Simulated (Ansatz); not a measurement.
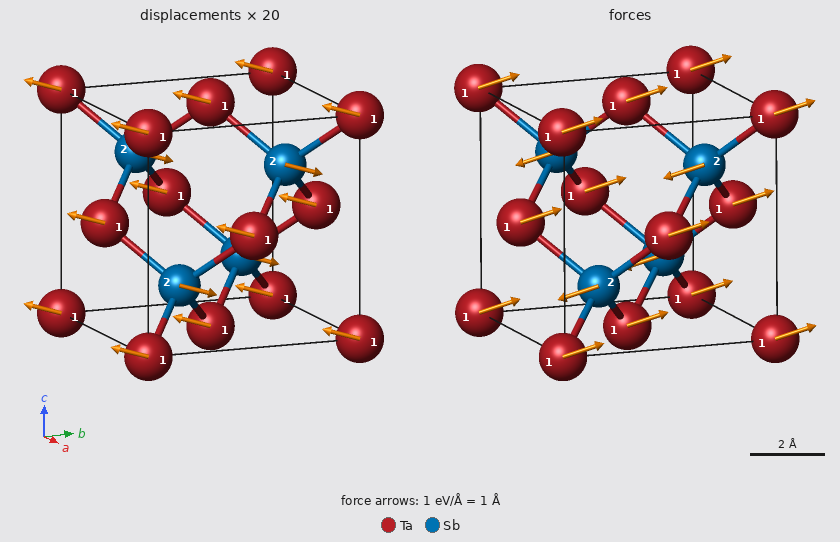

Left: crystalline TaSb (built on the zincblende type), with orange arrows for the displacements applied to it (without the part that the change of the cell carries along). Right: the displaced structure with the computed forces. Besides, the cell is strained by +2.2 % along [2 −3 0], +0.5 % roughly along [−1 0 3], −1.3 % along [3 2 1] (volume +1.4 %). The picture is a ball-and-stick view of the conventional cell (4 times the calculation's cell), seen slightly off an axis. Lengths and directions refer to the drawn axes.

All numbers below come from DFT r2SCAN, scalar-relativistic, plane waves, PAW in Ansatz. Set-up: plane-wave cutoff 500 eV; k-point mesh 10 × 10 × 10; occupations gaussian; smearing width 0.05 eV; no spin polarisation.

**Where do the forces point?**

Atoms are displaced by 0.05 Å relative to the cell: Sb2 0.05 Å along [1 3 −1], Ta1 0.05 Å along [−1 −3 1]. No relaxation follows. Among the bonded contacts that change: Sb–Ta 2.705 → 2.620 to 2.792 Å. The space group (tolerance 0.01 Å) goes from F-43m (No. 216) to P1 (No. 1). Energy change: +33.9 meV per atom. The pressure goes from 0.0 to −0.6 GPa. The principal stresses (compression positive) are 4.8 GPa along [2 1 2], −1.6 GPa along [1 −2 0], −5.1 GPa along [3 1 −3]. The largest forces, 1.2 eV/Å, act on Ta1 and Sb2; on Ta1 it points along [1 2 1]. The forces mostly point back along the displacements (cosine −0.82).
